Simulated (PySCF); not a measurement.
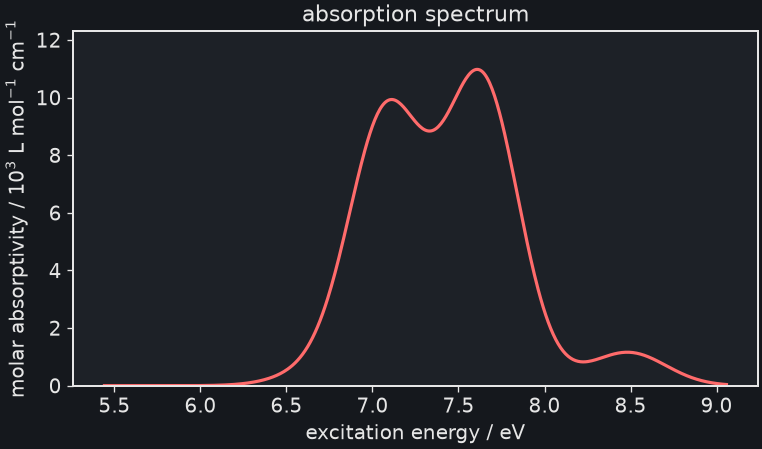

Computed absorption of C₃H₁₀OSi₂, SMILES C=C[Si@@H](C)O[SiH3]. Vertical TDDFT excitations, PBE0/6-31G(d), PySCF, at a PBE0-D3(BJ)/def2-SVP geometry (no frequency check), gas phase. The lowest 10 singlet states are shown; each is broadened by a Gaussian of 1/e half-width 0.30 eV.

> Where is the maximum of the broadened curve, and how high is it?

At about 7.6 eV (163 nm), with ε near 11000 L mol⁻¹ cm⁻¹.

> Where is the lowest singlet, and is it bright?

S1 lies at 6.64 eV (187 nm) with f = 0.007, mainly HOMO−1 → LUMO (90 %); it is weak.

> List the transitions behind the spectrum.

```csv
state,E (eV),λ (nm),f,main character
S1,6.64,187,0.007,HOMO−1 → LUMO (90 %)
S2,7.07,175,0.143,HOMO → LUMO (48 %)
S3,7.11,174,0.026,HOMO → LUMO+1 (76 %)
S4,7.34,169,0.015,HOMO−1 → LUMO+1 (91 %)
S5,7.47,166,0.004,HOMO−2 → LUMO+1 (88 %)
S6,7.64,162,0.188,HOMO−2 → LUMO (52 %)
S7,8.03,154,0.001,HOMO−3 → LUMO (86 %)
S8,8.44,147,0.009,HOMO → LUMO+2 (65 %)
S9,8.45,147,0.005,HOMO−3 → LUMO+1 (60 %)
S10,8.56,145,0.008,HOMO−4 → LUMO (89 %)
```

Caveats: states above the negative HOMO energy depend on the basis; one conformer of a flexible molecule; core orbitals are frozen in the response; 6-31G(d) has no diffuse functions, so states with Rydberg character are missing or too high.
